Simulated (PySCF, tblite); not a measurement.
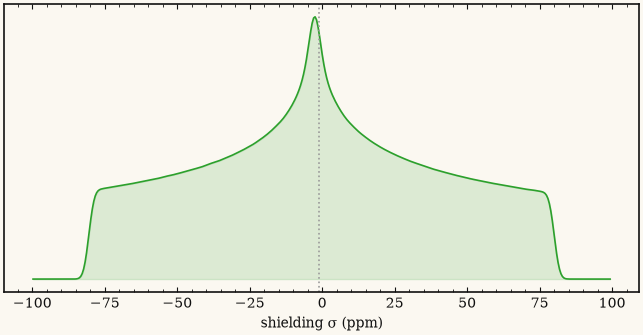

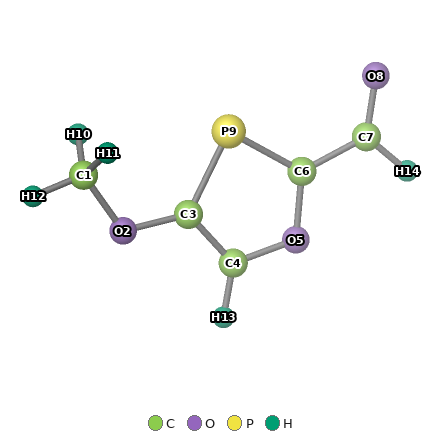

Static powder pattern (¹³C) from GIAO shielding tensors of C₅H₅O₃P, SMILES COc1coc(C=O)p1, PBE0/pcSseg-1 in PySCF, at a GFN2-xTB geometry (a minimum by its frequencies); absolute shielding, one fixed geometry of the isolated molecule without any motion, no dipolar terms. The dotted line is the isotropic value; skew is 3(σiso − σ22)/span.

The pattern belongs to C3. Give the principal values, span and skew.

C3: σ11, σ22, σ33 = −80, −3, 80 ppm, isotropic −1, span 161 ppm, skew 0.03.

Caveats: the tight-binding geometry is rougher than a DFT one and adds to the error; one conformer of a flexible molecule.
